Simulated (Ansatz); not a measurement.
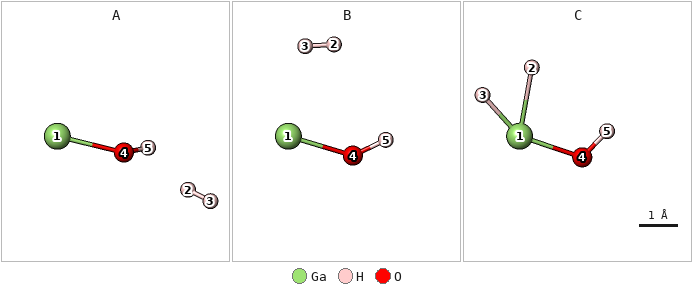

3 geometries from a converged minimum-energy path of GaH₃O, shuffled. Style: ball-and-stick. Shown at a tilt.

Computed with RKS B3LYP-D4/def2-SVP in Ansatz. Settings: 7 movable images; climbing image; force threshold 0.03 eV/Å; iteration limit 60; starting path through a guess of the saddle point.

> Which of them lies highest in energy?

C. In order along the path, whose images run from 0 to 8: C (image 2, +69.5 kcal/mol), B (image 4, +4.8 kcal/mol), A (image 8, +1.2 kcal/mol). Breaking: Ga1–H2 (1.57 → 1.93 at the top → 3.91 Å), Ga1–H3 (1.56 → 1.53 at the top → 4.66 Å). Forming: H2–H3 (2.83 → 1.50 at the top → 0.76 Å).

Cost: 2.4 min on 1 thread of Intel(R) Xeon(R) 6975P-C (Granite Rapids) (shared host), peak memory 0.14 GiB.
